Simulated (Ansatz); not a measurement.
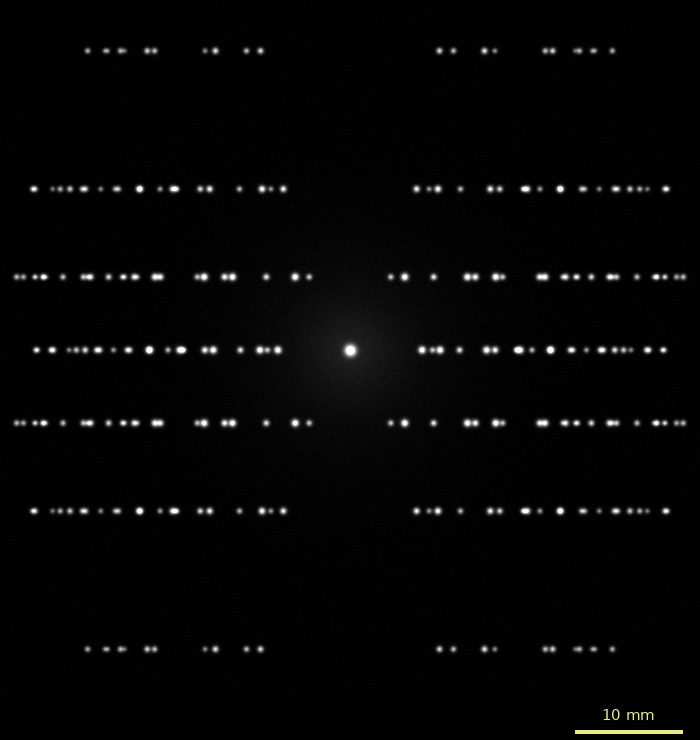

Simulated X-ray rotation photograph: Mo Kα radiation (λ = 0.7107 Å), cylindrical film of radius 28.65 mm unrolled, rotation axis vertical and normal to the beam, kinematic intensities without Lorentz or polarisation factors, the film spanning ±63° about the beam; spots down to d = 0.67 Å.

**Measure the layer lines and find the identity period along the axis.**

The first layer line lies 6.9 mm from the equator, so tan ν = 0.240, sin ν = 0.234 and the period is λ/sin ν = 3.04 Å. Further lines follow at 15.1, 28.2 mm.

The crystal is Cd, space group P6_3/mmc (No. 194), a = 3.04 Å, c = 6.02 Å (hexagonal axes). Structure: the input geometry of an electronic-structure calculation (not necessarily at equilibrium).

**About which axis was it rotated?**

About [100] (or an equivalent direction), whose length in the conventional cell is 3.041 Å.
